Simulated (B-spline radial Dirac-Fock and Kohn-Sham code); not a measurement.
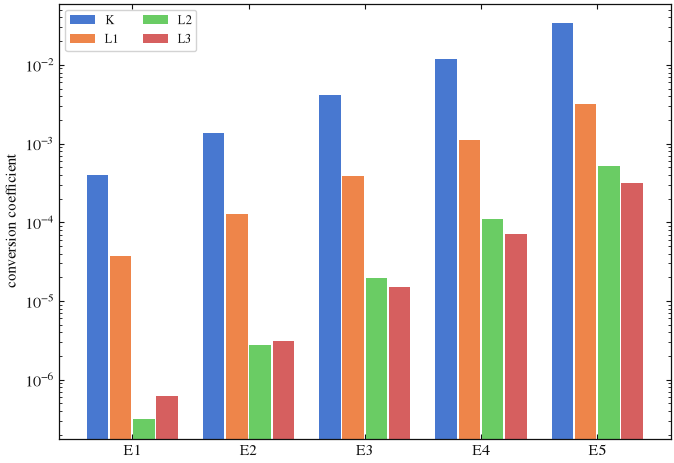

Internal conversion coefficients by shell for electric multipoles at a transition energy of 500 keV (K and L shells). It refers to cobalt (Z = 27). Computed with a B-spline radial atomic code: a Dirac–Hartree–Slater potential of the neutral atom, no hole, surface-current nucleus.

How does the sum of the shells shown change with multipole order?

Answer. From 4.38 × 10⁻⁴ for E1 to 0.0378 for E5.

What are the L1 : L2 : L3 ratios for E2?

Answer. 41.7 : 0.900 : 1.

Which of the shells shown converts most for E2?

Answer. K, with α = 0.00136 out of 0.00149 for those shown.
